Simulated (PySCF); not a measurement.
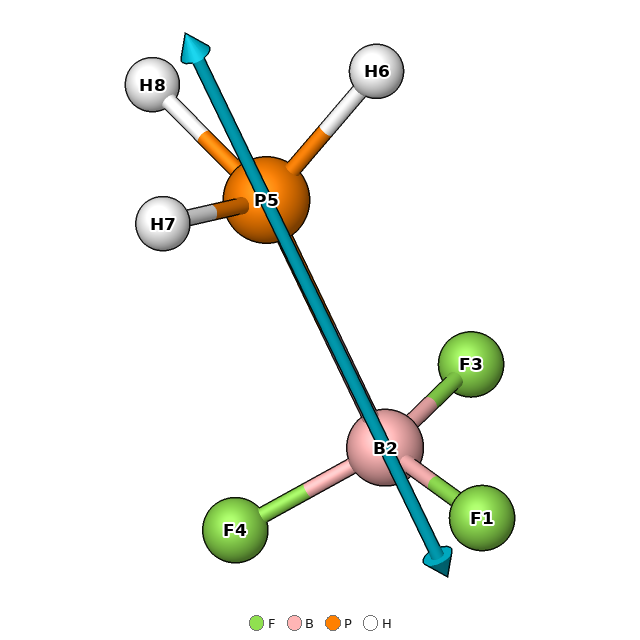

The double arrow shows the direction of the transition dipole to excited singlet state 4 (its length means nothing). The geometry was computed by an optimisation with GFN2-xTB. No frequency run is at hand to confirm it as a minimum. Method: TDDFT PBE0/def2-SVPD, vertical, gas phase, core orbitals frozen in the response (PySCF 2.14.0).

**How is the transition polarised?**

Nearly parallel to the B2–P5 bond.

**Give its energy, strength and character.**

8.98 eV (138 nm), oscillator strength 0.39, mainly HOMO → LUMO+3 (weight 0.92); transition dipole 3.40 D.

The geometry is semi-empirical. Around B, P such bond lengths and angles can be off by a tenth of an ångström or more and by several degrees, and values that hang on the shape move with them.
